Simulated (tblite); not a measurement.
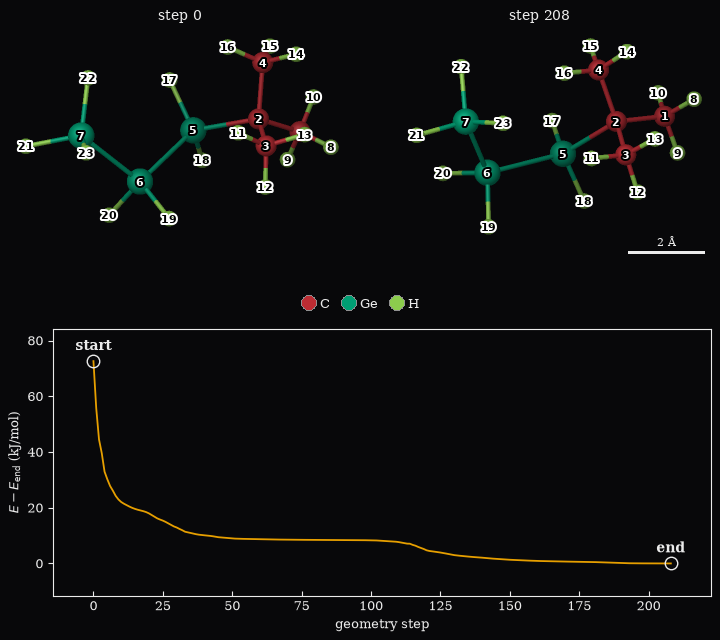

First and last geometry of a relaxation of C4H16Ge3, with the history of the run. A ball-and-stick model, seen at a tilt.

Level of theory: tblite 0.8.0, GFN2-xTB geometry optimisation, gas phase. 

**What do the curves and the structures tell?**

It converged. After 208 geometry steps the energy has fallen by 72.6 kJ/mol. The largest move after the best rigid fit is that of H23, 1.73 Å. Largest moves by element: H 1.73 Å, Ge 0.76 Å, C 0.72 Å. Some distances before and after: C2–Ge5 1.934 → 2.015 Å, Ge7–H23 1.565 → 1.504 Å, Ge7–H21 1.553 → 1.500 Å, Ge5–H18 1.569 → 1.517 Å. Among the angles between lasting bonds that change: Ge6–Ge7–H23 108.3° → 114.1°, H14–C4–H16 113.5° → 107.9°, C2–C4–H15 105.3° → 110.6°. Groups turn about Ge5–Ge6 by about 65°, Ge6–Ge7 by about 60°, C2–Ge5 by about 45°.
